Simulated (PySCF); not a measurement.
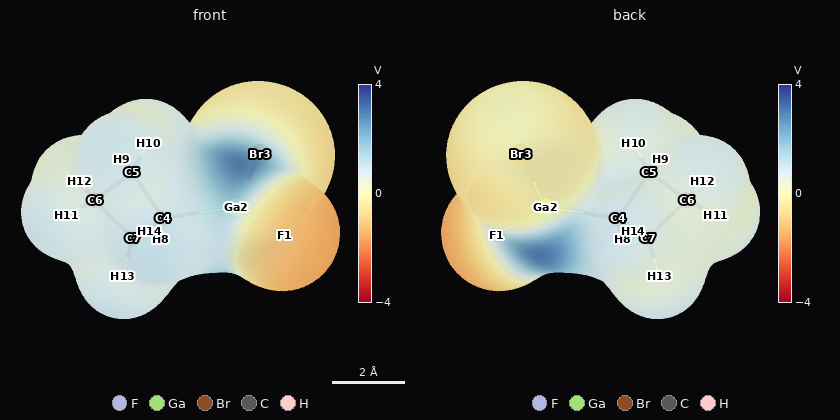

Figure 1: C4H7BrFGa. The molecular electrostatic potential painted on the density surface at 0.002 e/bohr³, seen from the front and from behind; the colour scale runs from red (negative) to blue (positive).

Geometry: GFN2-xTB.

The calculation used wB97X-D/def2-SVPD, SCF density, gas phase (PySCF 2.14.0).

```xyz
14

F     3.6518    0.9513    0.7592
Ga    2.2234    0.5984   -0.2271
Br    2.6346    0.6649   -2.5015
C     0.3135    0.1752    0.4683
C    -0.8301    0.8657   -0.2846
C    -1.5977   -0.4635   -0.2489
C    -0.2868   -1.1875    0.0908
H     0.2928    0.3605    1.5445
H    -1.2849    1.7239    0.2091
H    -0.5653    1.1401   -1.3095
H    -2.3176   -0.5053    0.5662
H    -2.0816   -0.7612   -1.1763
H    -0.3181   -1.9345    0.8834
H     0.1651   -1.6284   -0.8008
```

### Which sites attract a positive test charge, and which a negative one?

A positive charge is drawn to the negative regions and a negative charge to the positive ones. The most negative region (about −1.5 V) lies over F1, the most positive (about +3.1 V) over Ga2.

### How polar is the molecule by this calculation?

Its dipole moment is 3.83 D.
